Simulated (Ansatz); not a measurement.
**One shape, several levels: SiH2SO (SMILES O[Si]S)**

Wanted: a comparison of 6 runs (PBE0/STO-3G, SVWN5/STO-3G, UPBE/STO-3G, r2SCAN0/STO-3G, MP2/STO-3G, UCCSD(T)/STO-3G) of SiH2SO. 

Program for the calculation: Ansatz 0.2.0.

75 further runs of the same task are left out: 3 that didn't finish, 72 set aside as unsound or not needed.

### 1 The system as given

SiH2SO: 5 atoms, total charge 0, spin state singlet. SMILES: `O[Si]S`. The S3–Si2 distance was set to 4.352 Å, away from the relaxed value. At this shape a bond of the SMILES string is far longer than usual.

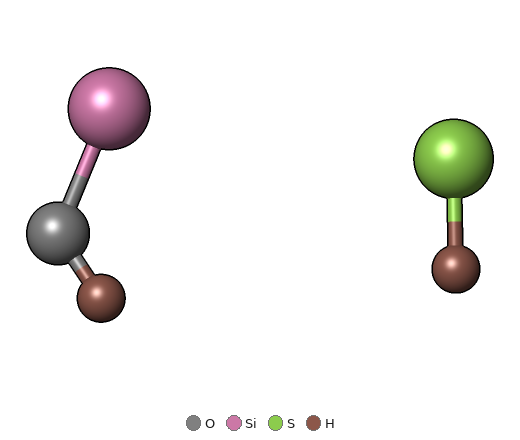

Viewed from a chosen angle; oxygen grey, silicon pink, sulfur green, hydrogen brown.

### 2 The energy at PBE0/STO-3G (run 1)

File input.yaml:

```yaml
crystal:
  periodic: [false, false, false]
  atoms:
    - {symbol: O, position_ang: [-3.319228, -0.826202, -0.765606]}
    - {symbol: Si, position_ang: [-3.081328, 0.783998, -0.519306]}
    - {symbol: S, position_ang: [1.167700, 1.118600, 0.360300]}
    - {symbol: H, position_ang: [-2.613928, -1.475402, -0.707006]}
    - {symbol: H, position_ang: [1.523000, -0.176500, 0.270700]}
basis:
  gaussian:
    orbitals: STO-3G
hamiltonian:
  xc: pbe0
accuracy: high
```

Command:

```bash
$ ansatz run input.yaml --threads 1 --pin off --max-ram 2610MiB --events-out events.jsonl --progress --plain --runs-dir runs
```

Output:

```text
Warning: RAYON_NUM_THREADS=1 ignored (pool sized by the plan → 1); use --threads N
Functional definition: PBE0
  name "PBE0"
  parameter a = 0.25
  parameter kappa = 0.804
  parameter beta = 0.06672455060314922
  exchange = (1 - a)*pbe_x(kappa = kappa, mu = beta*pi^2/3) + a*exact_x
  correlation = pbe_c(beta = beta)
410 factors; integrals over basis functions are off by at most 3.2e-8 eV
mean field evaluation 1: about -20532.1542 eV, gradient 2.3e1 eV
mean field evaluation 2: about -20437.7388 eV, gradient 5.1e1 eV
mean field evaluation 4: about -20534.1264 eV, gradient 9.3e0 eV
mean field evaluation 8: about -20537.0506 eV, gradient 9.1e0 eV
mean field evaluation 16: about -20537.9189 eV, gradient 2.6e-3 eV
mean field evaluation 32: about -20537.9064 eV, gradient 2.2e-1 eV
mean field -20537.91891512 eV, -754.7545990291 hartree, gradient 1.9e-8 eV, S^2 0.000000; 4 other end points of the search recorded, 0 dependent functions left out
reference -20537.91891679 eV, -754.7545990904 hartree; 20, 20 occupied and 5, 5 virtual orbitals, 410 factors
Total energy: -20537.91891679 eV, -754.7545990904 hartree
```

It took 1.5 s on 1 thread of Arm Neoverse V2, shared host; peak memory 0.099 GiB.

### 3 A single-point energy at SVWN5/STO-3G (run 2)

File run.yaml:

```yaml
crystal:
  periodic: [false, false, false]
  atoms:
    - {symbol: O, position_ang: [-3.319228, -0.826202, -0.765606]}
    - {symbol: Si, position_ang: [-3.081328, 0.783998, -0.519306]}
    - {symbol: S, position_ang: [1.167700, 1.118600, 0.360300]}
    - {symbol: H, position_ang: [-2.613928, -1.475402, -0.707006]}
    - {symbol: H, position_ang: [1.523000, -0.176500, 0.270700]}
basis:
  gaussian:
    orbitals: STO-3G
hamiltonian:
  xc: {name: SVWN5}
accuracy: high
```

Command:

```bash
$ ansatz run run.yaml --threads 1 --pin off --max-ram 2610MiB --events-out events.jsonl --progress --plain --runs-dir runs
```

Output:

```text
Warning: RAYON_NUM_THREADS=1 ignored (pool sized by the plan → 1); use --threads N
Functional definition: SVWN5
  name "SVWN5"
  exchange = slater_x
  correlation = vwn5_c
410 factors; integrals over basis functions are off by at most 3.2e-8 eV
mean field evaluation 1: about -20454.8943 eV, gradient 2.3e1 eV
mean field evaluation 2: about -20288.0624 eV, gradient 1.7e2 eV
mean field evaluation 4: about -20452.0276 eV, gradient 4.4e1 eV
mean field evaluation 8: about -20461.4345 eV, gradient 3.4e-1 eV
mean field evaluation 16: about -20461.4136 eV, gradient 1.9e-8 eV
mean field evaluation 32: about -20461.3126 eV, gradient 4.6e-1 eV
mean field -20461.41364587 eV, -751.9430822414 hartree, gradient 1.9e-8 eV, S^2 0.000000; 3 other end points of the search recorded, 0 dependent functions left out
reference -20461.41364801 eV, -751.9430823202 hartree; 20, 20 occupied and 5, 5 virtual orbitals, 410 factors
Total energy: -20461.41364801 eV, -751.9430823202 hartree
```

Wall time 1.4 s (1 thread of Arm Neoverse V2, shared host); peak memory 0.096 GiB.

### 4 The energy at UPBE/STO-3G (run 3)

File molecule.yaml:

```yaml
basis:
  gaussian: {orbitals: STO-3G}
crystal:
  periodic: [false, false, false]
  atoms:
    - {symbol: O, position_ang: [-3.319228, -0.826202, -0.765606]}
    - {symbol: Si, position_ang: [-3.081328, 0.783998, -0.519306]}
    - {symbol: S, position_ang: [1.167700, 1.118600, 0.360300]}
    - {symbol: H, position_ang: [-2.613928, -1.475402, -0.707006]}
    - {symbol: H, position_ang: [1.523000, -0.176500, 0.270700]}
magnetization: {spin_polarized: true, initial_magnetization: 0}
hamiltonian: {xc: {name: PBE}}
accuracy: high
```

Command:

```bash
$ ansatz run molecule.yaml --threads 1 --pin off --max-ram 2610MiB --events-out events.jsonl --progress --plain --runs-dir runs
```

Output, shortened:

```text
Warning: RAYON_NUM_THREADS=1 ignored (pool sized by the plan → 1); use --threads N
Functional definition: PBE
  name "PBE"
[...]
410 factors; integrals over basis functions are off by at most 3.2e-8 eV
[...]
mean field -20536.09534351 eV, -754.6875840088 hartree, gradient 1.4e-8 eV, S^2 0.751843; 11 other end points of the search recorded, 0 dependent functions left out
reference -20536.09534576 eV, -754.6875840915 hartree; 20, 20 occupied and 5, 5 virtual orbitals, 410 factors
Total energy: -20536.09534576 eV, -754.6875840915 hartree
```

It took 7.2 s on 1 thread of Arm Neoverse V2, shared host; peak memory 0.14 GiB.

Runs 4 to 5 aren't shown in full; the table further down has their settings and results.

### 5 A single-point energy at UCCSD(T)/STO-3G (run 6)

File molecule.yaml:

```yaml
crystal:
  periodic: [false, false, false]
  atoms:
    - symbol: O
      position_ang: [-3.319228, -0.826202, -0.765606]
    - symbol: Si
      position_ang: [-3.081328, 0.783998, -0.519306]
    - symbol: S
      position_ang: [1.167700, 1.118600, 0.360300]
    - symbol: H
      position_ang: [-2.613928, -1.475402, -0.707006]
    - symbol: H
      position_ang: [1.523000, -0.176500, 0.270700]
basis:
  gaussian:
    orbitals: STO-3G
magnetization:
  spin_polarized: true
  initial_magnetization: 0
correlation:
  method: ccsd_t
  frozen_orbitals: {H: 0, O: 1, S: 5, Si: 5}
accuracy: high
scf:
  omitted_lower_state_checks: [cluster_reference, increment]
```

Command:

```bash
$ ansatz run molecule.yaml --threads 1 --pin off --max-ram 2610MiB --events-out events.jsonl --progress --plain --runs-dir runs
```

Output:

```text
Warning: RAYON_NUM_THREADS=1 ignored (pool sized by the plan → 1); use --threads N
[... 18 lines left out ...]
11 core orbitals not correlated: weight in the atoms' cores, before any rotation towards them, 1.000 or more for the frozen orbitals, at most 0.000 for the correlated occupied ones
[... 78 lines left out ...]
Total energy: -20510.86564491 eV, -753.7604096864 hartree
Checks for a lower state left out: cluster_reference, increment
```

Run time: 1.3 s. Hardware: 1 thread of Arm Neoverse V2, shared host.

### 6 Overview of the runs

```
run            level  frozen core orbitals  energy (Eh)  wall time
  1      PBE0/STO-3G                     –  -754.754599      1.5 s
  2     SVWN5/STO-3G                     –  -751.943082      1.4 s
  3      UPBE/STO-3G                     –  -754.687584      7.2 s
  4   r2SCAN0/STO-3G                     –  -755.007329      4.8 s
  5       MP2/STO-3G                    11  -753.688638     0.26 s
  6  UCCSD(T)/STO-3G                    11  -753.760410      1.3 s
```

### 7 Outcome

```
                                           quantity          value
                                run 6: total energy  -753.76041 Eh
run 6: correlation energy (11 core orbitals frozen)     -102.1 mEh
                              run 6: (T) correction      -4.26 mEh
           run 6: ⟨S²⟩ of the reference determinant          1.005
                               run 6: T1 diagnostic          0.020
```

**Reading.** Totals of different functionals can't be ranked against each other. In run 5 the log says that unrestricted orbitals would lower the reference, so the values rest on an unstable closed-shell determinant (other closed-shell runs at this shape may share the fault). In runs 1, 2, 3, 4, 5, 6 the basis is minimal, so the values are rough. In runs 1, 2, 4, 5 a closed-shell determinant meets a far-stretched bond, which it describes badly. Spin contamination of the reference: run 6 ⟨S²⟩ = 1.01, run 3 ⟨S²⟩ = 0.75. Where it is this large, the reference is a mixture of spin states, and values that rest on it are in doubt. All runs together took 16 s, the longest 7.2 s.
